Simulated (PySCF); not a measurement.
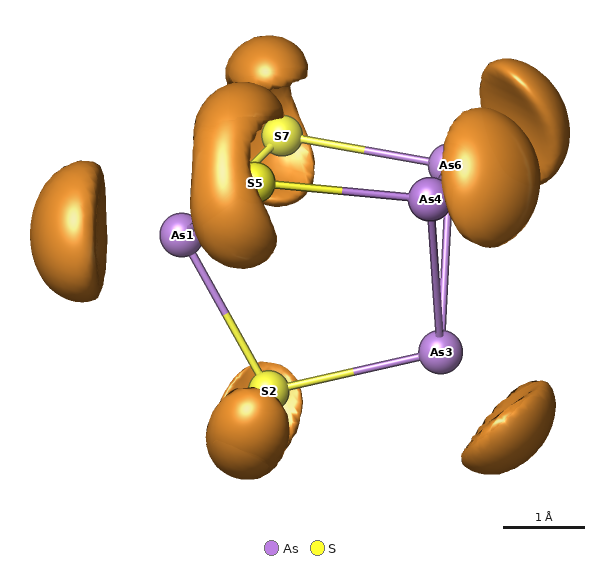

*As₄S₃ (AsAs3SSS nortricyclane). Isosurface of the electron localisation function at 0.9 (orange), seen across its widest extent. Core shells and regions of very low density are left out.*

Geometry: PBE0-D3(BJ)/def2-SVP.

The calculation used wB97X-D/def2-SVPD, SCF density, gas phase (PySCF 2.14.0).

```xyz
7

As    1.2885    1.2415   -0.4980
S     0.1926    0.1279   -2.1025
As   -1.1974   -1.2294   -1.0261
As   -1.6811    0.0635    1.0344
S    -0.4817    1.8993    0.7110
As    0.0614   -1.6948    1.0594
S     1.9096   -0.5102    0.7531
```

Q: Identify the bonds, lone pairs and shells in this picture.

A: The surface consists of four lobes on As, pointing away from the bonds (lone pairs) and three regions wrapped around S (its lone pairs, merged into a ring or cap). Profiles from the grid: As–S (2.22 Å): the ELF peaks at about 0.85 between the atoms (a covalent bond). As–As (2.48 Å): the ELF peaks at about 0.75 between the atoms; a shared electron pair.
